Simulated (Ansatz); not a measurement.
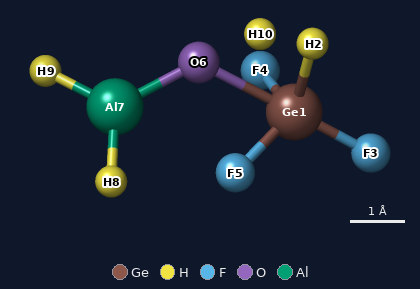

**Figure 1.** The structure as given in the input (ball-and-stick view, seen at a tilt; atoms are numbered from 1 in the order of the input). Sticks mark near contacts. Bond lengths as drawn: Al–H 1.56 Å, Al–O 1.78 Å, F–Ge 1.68 Å, Ge–H 1.90 Å and Ge–O 2.07 Å.

## Run report: AlGeH4OF3, geometry relaxation

- system: AlGeH4OF3
- method: RKS PBE-D4/def2-SVP (Ansatz 0.2.0)

The input holds or restrains some coordinates. It belongs to a series of runs on one base structure; here: pulled along the bonds that form and break, towards end A. Figures and captions count atoms from 1; the log counts them from 0 in places.

The input
```yaml
crystal:
  periodic: [false, false, false]
  atoms:
    - { symbol: Ge, position_ang: [0.0, 0.0, 0.0] }
    - { symbol: H, position_ang: [0.0, 0.0, 1.9] }
    - { symbol: F, position_ang: [1.5842, 0.0, -0.5594] }
    - { symbol: F, position_ang: [-0.7913, 1.3709, -0.5594] }
    - { symbol: F, position_ang: [-0.7913, -1.3709, -0.5594] }
    - { symbol: O, position_ang: [-1.9644, 0.0, 0.6527] }
    - { symbol: Al, position_ang: [-3.2781, -0.9643, -0.0632] }
    - { symbol: H, position_ang: [-3.009, -2.4314, -0.5204] }
    - { symbol: H, position_ang: [-4.6987, -0.3425, -0.2335] }
    - { symbol: H, position_ang: [-0.9937, 0.0, 1.8011] }
basis:
  gaussian: { orbitals: def2-SVP }
hamiltonian:
  xc: pbe
  dispersion: d4
relax:
  f_tol: 0.15
  max_steps: 25
  restrain:
    - { distance: [0, 5], at: 2.97, k: 30.0 }
    - { distance: [9, 1], at: 1.86, k: 30.0 }
    - { distance: [0, 1], at: 1.55, k: 30.0 }
    - { distance: [9, 5], at: 1.01, k: 30.0 }
output:
  orbitals: {}
```

Hardware: 4 threads of Arm Neoverse V2, 24 GiB of memory available, shared host.

Command:
```bash
ansatz run input.yaml --threads 4 --pin off --max-ram 5120MiB --backend cpu --events-out ev --progress --plain --runs-dir out
```

Output
```
The last accepted step is kept in [file] (removed where the run ends without a failure and the disk answers)
Engine: ansatz 0.2.0, aarch64-unknown-linux-gnu
Functional definition: PBE
  parameter kappa = 0.804
  parameter beta = 0.06672455060314922
  exchange = pbe_x(kappa = kappa, mu = beta*pi^2/3)
  correlation = pbe_c(beta = beta)
1363 factors; their error is unknown
mean field evaluation 1: about -73324.6745 eV, gradient 8.7e1 eV
mean field evaluation 2: about -73168.6619 eV, gradient 2.3e2 eV
mean field evaluation 4: about -73337.6911 eV, gradient 1.7e1 eV
mean field evaluation 8: about -73338.2208 eV, gradient 3.1e-1 eV
mean field evaluation 16: about -73338.1390 eV, gradient 9.7e-4 eV
mean field -73338.13898915 eV, -2695.1268974754 hartree, gradient 5.8e-5 eV, S^2 0.000000; 0 other end points of the search recorded, 0 dependent functions left out
the calculation of the forces begins
reference -73338.13903372 eV, -2695.1268991131 hartree; 42, 42 occupied and 84, 84 virtual orbitals, 1363 factors
relax step   1: F+E_penalty+E_count = -73338.37703601 eV  Δ(F+E_penalty+E_count) = +0.000e0 eV  max|allowed force component| = 3.734e0 eV/Å  E_restraint = 28.77343905 eV  max|allowed force component, restraints' pulls added| = 3.649e1 eV/Å  Δτ_max = 0.0000 Å  (30 SCF iters, accepted)
  distance Ge 0 - O 5 = 2.0700 Å
  distance H 9 - H 1 = 0.9986 Å
  distance Ge 0 - H 1 = 1.9000 Å
  distance H 9 - O 5 = 1.5037 Å
these checks for a lower state are left out or cut short: starts, cluster_reference, orbital_swaps, neighbouring_geometries, increment
1363 factors; their error is unknown
mean field -73339.27175785 eV, -2695.1685259570 hartree, gradient 2.6e-5 eV, S^2 0.000000; 0 other end points of the search recorded, 0 dependent functions left out
[... from here on the field's lines of each further geometry are left out, up to the last ...]
relax step   2: F+E_penalty+E_count = -73339.50004167 eV  Δ(F+E_penalty+E_count) = -1.123e0 eV  max|allowed force component| = 4.244e0 eV/Å  E_restraint = 14.03397489 eV  max|allowed force component, restraints' pulls added| = 2.578e1 eV/Å  Δτ_max = 0.1950 Å  (35 SCF iters, accepted)
relax step   3: F+E_penalty+E_count = -73340.72820214 eV  Δ(F+E_penalty+E_count) = -1.228e0 eV  max|allowed force component| = 5.871e0 eV/Å  E_restraint = 4.98046712 eV  max|allowed force component, restraints' pulls added| = 1.368e1 eV/Å  Δτ_max = 0.1949 Å  (35 SCF iters, accepted)
relax step   4: F+E_penalty+E_count = -73341.49570444 eV  Δ(F+E_penalty+E_count) = -7.675e-1 eV  max|allowed force component| = 5.156e0 eV/Å  E_restraint = 0.88372684 eV  max|allowed force component, restraints' pulls added| = 7.020e0 eV/Å  Δτ_max = 0.1953 Å  (35 SCF iters, accepted)
relax step   5: F+E_penalty+E_count = -73341.91023861 eV  Δ(F+E_penalty+E_count) = -4.145e-1 eV  max|allowed force component| = 2.212e0 eV/Å  E_restraint = 0.03424117 eV  max|allowed force component, restraints' pulls added| = 1.218e0 eV/Å  Δτ_max = 0.1984 Å  (29 SCF iters, accepted)
relax step   6: F+E_penalty+E_count = -73342.08487059 eV  Δ(F+E_penalty+E_count) = -1.746e-1 eV  max|allowed force component| = 1.415e0 eV/Å  E_restraint = 0.01714931 eV  max|allowed force component, restraints' pulls added| = 8.019e-1 eV/Å  Δτ_max = 0.2000 Å  (33 SCF iters, accepted)
relax step   7: F+E_penalty+E_count = -73342.19024699 eV  Δ(F+E_penalty+E_count) = -1.054e-1 eV  max|allowed force component| = 1.100e0 eV/Å  E_restraint = 0.02556772 eV  max|allowed force component, restraints' pulls added| = 8.555e-1 eV/Å  Δτ_max = 0.1912 Å  (30 SCF iters, accepted)
relax step   8: F+E_penalty+E_count = -73342.28512811 eV  Δ(F+E_penalty+E_count) = -9.488e-2 eV  max|allowed force component| = 9.388e-1 eV/Å  E_restraint = 0.01876810 eV  max|allowed force component, restraints' pulls added| = 5.300e-1 eV/Å  Δτ_max = 0.1999 Å  (29 SCF iters, accepted)
relax step   9: F+E_penalty+E_count = -73342.37629642 eV  Δ(F+E_penalty+E_count) = -9.117e-2 eV  max|allowed force component| = 8.152e-1 eV/Å  E_restraint = 0.01350218 eV  max|allowed force component, restraints' pulls added| = 3.711e-1 eV/Å  Δτ_max = 0.1951 Å  (29 SCF iters, accepted)
relax step  10: F+E_penalty+E_count = -73342.47620419 eV  Δ(F+E_penalty+E_count) = -9.991e-2 eV  max|allowed force component| = 8.205e-1 eV/Å  E_restraint = 0.01470560 eV  max|allowed force component, restraints' pulls added| = 4.308e-1 eV/Å  Δτ_max = 0.1955 Å  (29 SCF iters, accepted)
relax step  11: F+E_penalty+E_count = -73342.54164533 eV  Δ(F+E_penalty+E_count) = -6.544e-2 eV  max|allowed force component| = 9.470e-1 eV/Å  E_restraint = 0.01581091 eV  max|allowed force component, restraints' pulls added| = 3.285e-1 eV/Å  Δτ_max = 0.1951 Å  (29 SCF iters, accepted)
the calculation of the forces begins
reference -73342.34441221 eV, -2695.2814439220 hartree; 42, 42 occupied and 84, 84 virtual orbitals, 1363 factors
relax step  12: F+E_penalty+E_count = -73342.55694023 eV  Δ(F+E_penalty+E_count) = -1.529e-2 eV  max|allowed force component| = 9.742e-1 eV/Å  E_restraint = 0.01668983 eV  max|allowed force component, restraints' pulls added| = 1.339e-1 eV/Å  Δτ_max = 0.0722 Å  (28 SCF iters, accepted)
```

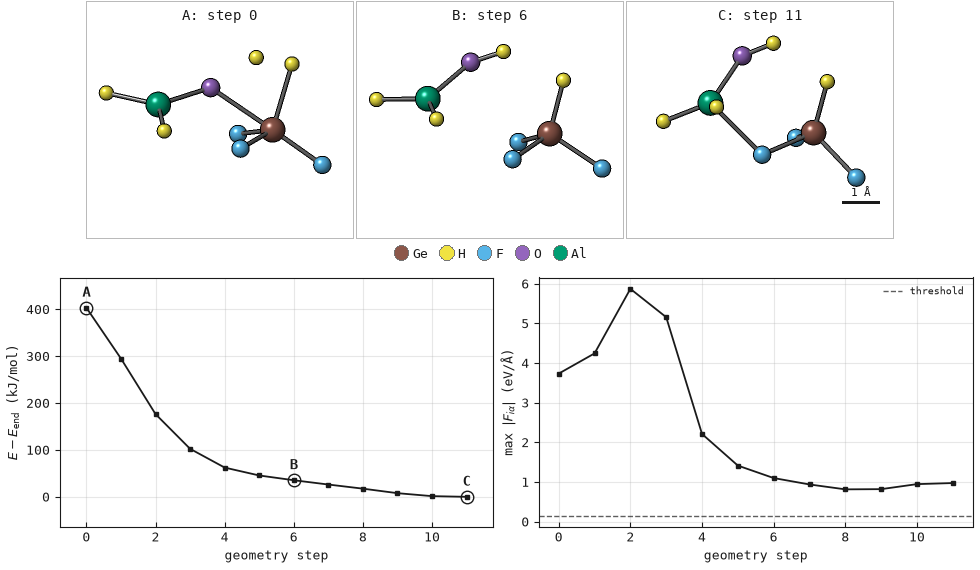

**Figure 2.** Frames of the restrained relaxation (ball-and-stick view, seen at a tilt) above the curves, on which the letters mark them (the first geometry is step 0 here and step 1 in the log).

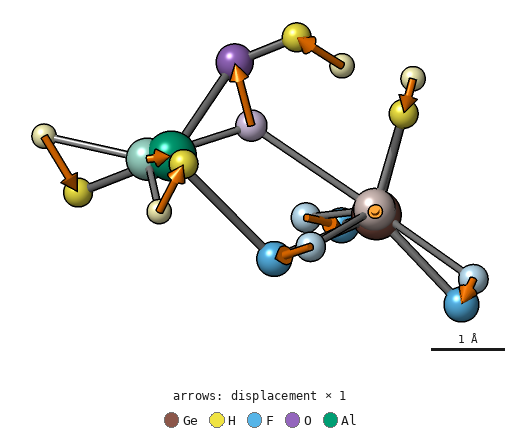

**Figure 3.** Start (faint) and end (solid) with the displacements as orange arrows, at true length (ball-and-stick view, seen at a tilt). The two geometries are laid on each other by the best rigid fit. The largest move after the best rigid fit is that of O6, 0.93 Å. Largest moves by element: O 0.93 Å, H 0.92 Å, F 0.81 Å, Al 0.36 Å, Ge 0.24 Å. Distances before and after: Ge1–O6 2.070 → 2.953 Å, O6–H10 1.504 → 0.989 Å, F5–Al7 2.568 → 2.085 Å, Ge1–H2 1.900 → 1.544 Å. New bonds form: O6–H10 (1.50 → 0.99 Å). Bonds break: Ge1–O6 (2.07 → 2.95 Å). Among the angles that change: H2–Ge1–F4 109.5° → 118.5°, F3–Ge1–F5 109.5° → 101.8°, O6–Al7–H9 120.0° → 113.0°. The energy falls by 403.3 kJ/mol in 11 geometry steps. The largest force component goes from 3.7 to 0.97 eV/Å. (Atoms are counted from 1 in the order of the input.)

```
  distance Ge 0 - O 5 = 2.9531 Å
  distance H 9 - H 1 = 1.8792 Å
  distance Ge 0 - H 1 = 1.5443 Å
  distance H 9 - O 5 = 0.9893 Å
1363 factors; their error is unknown
mean field -73342.34436782 eV, -2695.2814422910 hartree, gradient 1.7e-5 eV, S^2 0.000000; 1 other end points of the search recorded, 0 dependent functions left out
the calculation of the forces begins
reference -73342.34441221 eV, -2695.2814439220 hartree; 42, 42 occupied and 84, 84 virtual orbitals, 1363 factors
Total energy: -73342.55698461 eV, -2695.2892558137 hartree
Atom 0 at     0.071912     0.196428    -0.064397 Å, force    -0.405435    -0.100848     0.464158 eV/Å
Atom 1 at    -0.022564    -0.131858     1.441650 Å, force     0.488505     0.128759    -0.402649 eV/Å
Atom 2 at     1.533637    -0.309689    -0.837287 Å, force    -0.032990     0.000085     0.018344 eV/Å
Atom 3 at    -0.218129     1.816318    -0.572001 Å, force     0.010080    -0.004671     0.038963 eV/Å
Atom 4 at    -1.167511    -0.788612    -0.934924 Å, force    -0.042619    -0.003538     0.023006 eV/Å
Atom 5 at    -2.465807    -0.070693     1.422041 Å, force     0.935282    -0.154336     0.153440 eV/Å
Atom 6 at    -2.982155    -1.071407     0.053003 Å, force    -0.119947    -0.034155    -0.030886 eV/Å
Atom 7 at    -2.912587    -2.666088     0.218035 Å, force     0.062996     0.039242     0.008646 eV/Å
Atom 8 at    -4.000198    -0.318458    -0.923949 Å, force     0.078337    -0.017381     0.070099 eV/Å
Atom 9 at    -1.778897    -0.394141     2.056328 Å, force    -0.974210     0.146843    -0.343122 eV/Å
Dipole moment:     0.624500    -0.040190     0.430804 e Å
```

Trajectory as extended XYZ (Å, eV, eV/Å), 12 frames, from step=1 to step=12
```
10
Properties=species:S:1:pos:R:3:forces:R:3 step=1 energy=-73338.37704
Ge    0.0000    0.0000    0.0000   -2.9274   0.5385   2.8499
H     0.0000    0.0000    1.9000    0.2563   0.0292  -0.5853
F     1.5842    0.0000   -0.5594    1.7570  -0.0539  -0.3794
F    -0.7913    1.3709   -0.5594    1.1339   3.0489  -2.0480
F    -0.7913   -1.3709   -0.5594    1.2606  -3.5111  -2.4954
O    -1.9644    0.0000    0.6527   -0.5785  -0.1332   3.7341
Al   -3.2781   -0.9643   -0.0632    0.8298   0.3209   0.5187
H    -3.0090   -2.4314   -0.5204   -0.1080  -0.5342  -0.0728
H    -4.6987   -0.3425   -0.2335   -0.4094   0.3713  -0.0025
H    -0.9937    0.0000    1.8011   -1.2144  -0.0762  -1.5194
10
Properties=species:S:1:pos:R:3:forces:R:3 step=2 energy=-73339.50004
Ge    0.0794    0.0025    0.0296   -3.9871   0.4889   3.2177
H     0.1318    0.0003    1.8385    0.3060  -0.0029  -1.6353
F     1.6179   -0.0002   -0.5688    2.7992  -0.0595  -1.0898
F    -0.7691    1.3772   -0.5653    1.1078   1.1642  -1.0267
F    -0.7673   -1.3784   -0.5681    1.1199  -1.4058  -1.2739
O    -2.0696    0.0031    0.7810    1.7482   0.1085   4.2438
Al   -3.2794   -0.9660   -0.0615    0.6028   0.0126   0.6332
H    -3.0096   -2.4358   -0.5208   -0.0710  -0.4382  -0.0761
H    -4.7021   -0.3398   -0.2336   -0.2989   0.3829  -0.0991
H    -1.1743   -0.0010    1.7276   -3.3270  -0.2507  -2.8938
10
Properties=species:S:1:pos:R:3:forces:R:3 step=3 energy=-73340.72820
Ge    0.1787    0.0064    0.0607   -5.8713   0.4040   2.9461
H     0.2332    0.0004    1.7637    0.4165  -0.0195  -1.7570
F     1.6629   -0.0009   -0.5902    3.9931  -0.0635  -1.8368
F    -0.7542    1.3720   -0.5668    1.3836  -0.0987  -0.2727
F    -0.7527   -1.3734   -0.5704    1.3001  -0.0224  -0.4219
O    -2.1643    0.0055    0.9080    1.9624  -0.0170   3.3753
Al   -3.2743   -0.9675   -0.0530    0.6521   0.1001   0.7000
H    -3.0099   -2.4395   -0.5215   -0.0325  -0.3662  -0.0526
H    -4.7033   -0.3357   -0.2355   -0.1428   0.3446  -0.1241
H    -1.3583   -0.0055    1.6636   -3.6612  -0.2614  -2.5563
10
Properties=species:S:1:pos:R:3:forces:R:3 step=4 energy=-73341.49570
Ge    0.2599    0.0125    0.0810   -5.1563   0.2666   1.1269
H     0.2956    0.0015    1.6712    0.3410  -0.0237  -0.8300
F     1.7406   -0.0026   -0.6313    2.8550  -0.0552  -1.4017
F    -0.7215    1.3575   -0.5662    1.3779  -0.5695   0.1674
F    -0.7236   -1.3567   -0.5698    1.2682   0.5886   0.1214
O    -2.3022    0.0082    1.0463    0.0898  -0.1613   0.6559
Al   -3.2685   -0.9712   -0.0427    0.3894   0.2350   0.7163
H    -3.0092   -2.4474   -0.5222    0.0382  -0.2766  -0.0266
H    -4.7024   -0.3277   -0.2410   -0.0174   0.2397  -0.1703
H    -1.5111   -0.0124    1.6332   -1.1859  -0.2435  -0.3593
10
Properties=species:S:1:pos:R:3:forces:R:3 step=5 energy=-73341.91024
Ge    0.2614    0.0274    0.0383   -2.2119   0.0553   0.2335
H     0.2720    0.0039    1.5875    0.2847   0.0050  -0.2614
F     1.8071   -0.0092   -0.6563    0.9772  -0.0254  -0.4675
F    -0.6281    1.3935   -0.6091    0.6300  -0.3247   0.0801
F    -0.6569   -1.3539   -0.6020    0.6224   0.4913   0.0883
O    -2.4374   -0.0227    1.1881    0.5694  -0.0340   0.2522
Al   -3.2746   -0.9820    0.0023   -0.1447   0.0331   0.3765
H    -2.9996   -2.4610   -0.5087    0.0778  -0.0799   0.0730
H    -4.6896   -0.2999   -0.2751    0.0891   0.1131  -0.1608
H    -1.5967   -0.0341    1.6935   -0.8940  -0.2338  -0.2138
10
Properties=species:S:1:pos:R:3:forces:R:3 step=6 energy=-73342.08487
Ge    0.2540    0.0602   -0.0230   -1.4146   0.2537   0.4931
H     0.2149   -0.0012    1.5230    0.2340  -0.0438  -0.2268
F     1.8707   -0.0118   -0.5725    0.5871  -0.0475  -0.3805
F    -0.5050    1.5060   -0.6324    0.3984  -0.2575  -0.0482
F    -0.6456   -1.2655   -0.7550    0.3316   0.2637  -0.0112
O    -2.4376   -0.0216    1.1760    0.8913  -0.0660   0.5859
Al   -3.3367   -1.0205    0.0837   -0.1073  -0.0809  -0.0514
H    -3.0439   -2.5339   -0.3278    0.0329  -0.0151   0.1566
H    -4.6759   -0.2754   -0.3478    0.0555   0.0519  -0.0985
H    -1.6372   -0.1745    1.7343   -1.0091  -0.0587  -0.4190
10
Properties=species:S:1:pos:R:3:forces:R:3 step=7 energy=-73342.19025
Ge    0.2284    0.1083   -0.0534   -0.3938   0.1853   0.4306
H     0.1571    0.0110    1.4860    0.2336   0.0389  -0.2321
F     1.8798   -0.0235   -0.5561    0.0142   0.0035  -0.1454
F    -0.4220    1.5725   -0.7199    0.1756  -0.1326   0.0006
F    -0.6380   -1.1917   -0.8436   -0.0297   0.0669  -0.0705
O    -2.4361   -0.0578    1.2545    0.7027  -0.4172   0.1681
Al   -3.3429   -1.0163    0.0829    0.2538   0.0037   0.4503
H    -3.0640   -2.5761   -0.1772   -0.0311   0.1391   0.0775
H    -4.6284   -0.2301   -0.4463    0.1750   0.0261  -0.0861
H    -1.6762   -0.3345    1.8316   -1.1003   0.0862  -0.5930
10
Properties=species:S:1:pos:R:3:forces:R:3 step=8 energy=-73342.28513
Ge    0.1888    0.1340   -0.0591   -0.1520   0.2720   0.2592
H     0.1115   -0.0131    1.4761    0.2748   0.0512  -0.2706
F     1.8236   -0.0806   -0.6047   -0.1329  -0.0030  -0.0207
F    -0.3549    1.6538   -0.6978    0.1155  -0.1857   0.0877
F    -0.7468   -1.0859   -0.9047   -0.1847   0.0188  -0.0190
O    -2.4468   -0.0719    1.2956    0.8354  -0.2006   0.3090
Al   -3.2840   -1.0429    0.1085    0.0177  -0.1095  -0.0168
H    -3.0567   -2.6209   -0.0406   -0.0171   0.0720   0.0896
H    -4.4782   -0.2295   -0.5783    0.1822  -0.0255  -0.0400
H    -1.6989   -0.3812    1.8636   -0.9388   0.1103  -0.3784
10
Properties=species:S:1:pos:R:3:forces:R:3 step=9 energy=-73342.37630
Ge    0.1606    0.1642   -0.0600   -0.2737   0.3232   0.1016
H     0.0727   -0.0421    1.4672    0.3629   0.0778  -0.2941
F     1.7608   -0.1474   -0.6682   -0.2714   0.0045   0.0524
F    -0.2933    1.7358   -0.6546    0.1510  -0.3633   0.1660
F    -0.8915   -0.9697   -0.9226   -0.1663   0.0389   0.0259
O    -2.4487   -0.0859    1.3176    0.8054  -0.0432   0.3298
Al   -3.2054   -1.0761    0.0966   -0.0385  -0.0908  -0.2100
H    -3.0582   -2.6738    0.0904    0.0068   0.1050   0.0391
H    -4.3253   -0.2409   -0.6990    0.2389  -0.1246  -0.0044
H    -1.7139   -0.4024    1.8911   -0.8152   0.0724  -0.2062
10
Properties=species:S:1:pos:R:3:forces:R:3 step=10 energy=-73342.47620
Ge    0.1091    0.1767   -0.0728   -0.0727   0.3670   0.2308
H     0.0333   -0.0572    1.4495    0.3886   0.0732  -0.3208
F     1.6766   -0.2194   -0.7258   -0.4308   0.0203   0.0687
F    -0.2626    1.7791   -0.6371    0.0923  -0.4171   0.1366
F    -1.0385   -0.8979   -0.9208   -0.2036   0.0195   0.0151
O    -2.4578   -0.0933    1.3874    0.8031  -0.0588   0.1644
Al   -3.0907   -1.0761    0.0769   -0.0823  -0.0677  -0.2255
H    -3.0153   -2.6801    0.1357    0.0560   0.1068   0.0367
H    -4.1639   -0.2612   -0.8074    0.2699  -0.1081   0.0638
H    -1.7324   -0.4088    1.9728   -0.8205   0.0648  -0.1699
10
Properties=species:S:1:pos:R:3:forces:R:3 step=11 energy=-73342.54165
Ge    0.0676    0.1941   -0.0625   -0.2651  -0.0092   0.3536
H     0.0004   -0.0814    1.4538    0.4462   0.1076  -0.3693
F     1.5592   -0.2990   -0.8068   -0.3285   0.0226   0.0807
F    -0.2458    1.7963   -0.6208    0.0261  -0.1069   0.0636
F    -1.1877   -0.8208   -0.8820    0.2266   0.0047  -0.1478
O    -2.4704   -0.1005    1.4208    0.8959  -0.0686   0.2124
Al   -3.0011   -1.0854    0.0501   -0.1146   0.0666  -0.0407
H    -2.9176   -2.6847    0.1773   -0.0217   0.0635  -0.0008
H    -3.9922   -0.2511   -0.8993    0.0821  -0.1552   0.0859
H    -1.7547   -0.4057    2.0279   -0.9470   0.0750  -0.2376
10
Properties=species:S:1:pos:R:3:forces:R:3 step=12 energy=-73342.55694
Ge    0.0719    0.1964   -0.0644   -0.4054  -0.1008   0.4642
H    -0.0226   -0.1319    1.4417    0.4885   0.1288  -0.4026
F     1.5336   -0.3097   -0.8373   -0.0330   0.0001   0.0183
F    -0.2181    1.8163   -0.5720    0.0101  -0.0047   0.0390
F    -1.1675   -0.7886   -0.9349   -0.0426  -0.0035   0.0230
O    -2.4658   -0.0707    1.4220    0.9353  -0.1543   0.1534
Al   -2.9822   -1.0714    0.0530   -0.1199  -0.0342  -0.0309
H    -2.9126   -2.6661    0.2180    0.0630   0.0392   0.0086
H    -4.0002   -0.3185   -0.9239    0.0783  -0.0174   0.0701
H    -1.7789   -0.3941    2.0563   -0.9742   0.1468  -0.3431
```

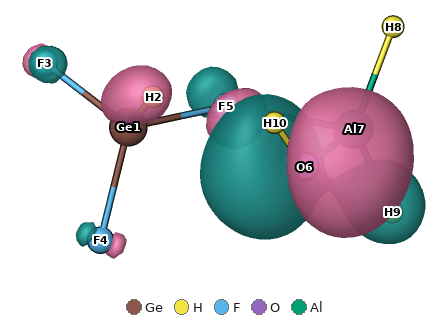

**Figure 4.** The HOMO−1 at ±0.1 Å⁻³ᐟ² (teal and pink are the two phases), seen from the side. Its energy is −7.28 eV.

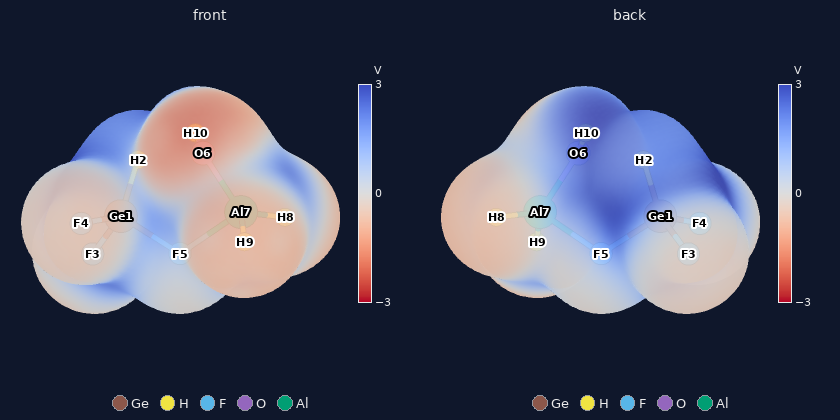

**Figure 5.** The electrostatic potential painted on the density surface at 0.002 e/bohr³, seen at a tilt and from behind; the colour scale runs from red (negative) to blue (positive).

Key numbers

```tsv
quantity	value
outcome	converged under the restraints of the input
total energy	−73342.5570 eV
mean-field energy	−73342.3444 eV
largest force (length of the vector) at the end, held atoms and coordinates included	1.043 eV/Å
wall time	18 s (CPU time 65 s)
peak memory	0.19 GiB
```
